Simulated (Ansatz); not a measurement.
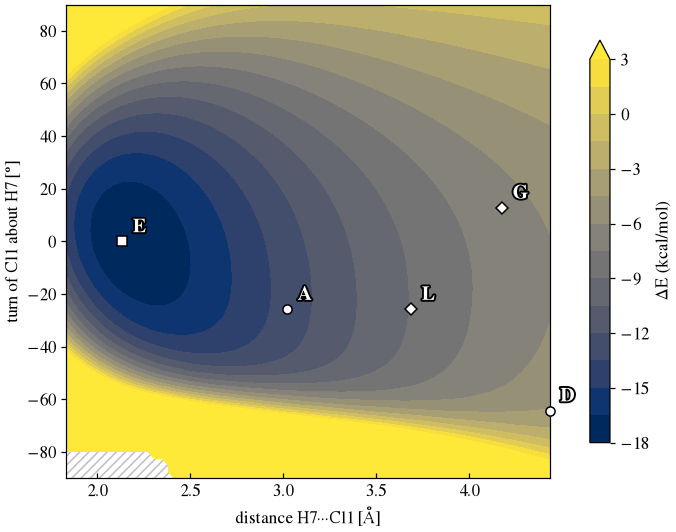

The pair Cl···H₄OSi, charge −1. 
- The turn is about an axis along (−0.71, 0.36, −0.60) in the frame of the relaxed pair, normal to the line between the partners.
- First axis: distance H7···Cl1. Second axis: turn of Cl1 about H7.
- The grid has 15 × 15 points. At 5 points there is no value (left out of the scan, as a rule where atoms come close).
- Energies are in kcal/mol, from the ion and the molecule far apart, frozen as in the relaxed pair, each in its own basis (no counterpoise correction).
- Method: RHF/def2-TZVPD (Ansatz 0.2.0).

Drawn: filled contours, one colour for all values above the top of the scale, hatched blanks where no value was computed, lettered points. Between grid points the surface is interpolated.

Is G the lowest point of the computed grid?

No. G lies 11.2 kcal/mol above the lowest grid point, which is at distance H7···Cl1 = 2.134 Å, turn of Cl1 about H7 = 0.0°.

Rank the lettered points by energy, lowest first.

E (−17.7 kcal/mol), A (−12.9 kcal/mol), L (−8.9 kcal/mol), G (−6.6 kcal/mol), D (−4.4 kcal/mol).

What kind of point is each of A, E, G, L: minimum, saddle, maximum or slope?

A: on a slope; E: minimum; G: on a slope; L: on a slope. (In these two coordinates alone; a stationary point may lie a little off the grid point.)
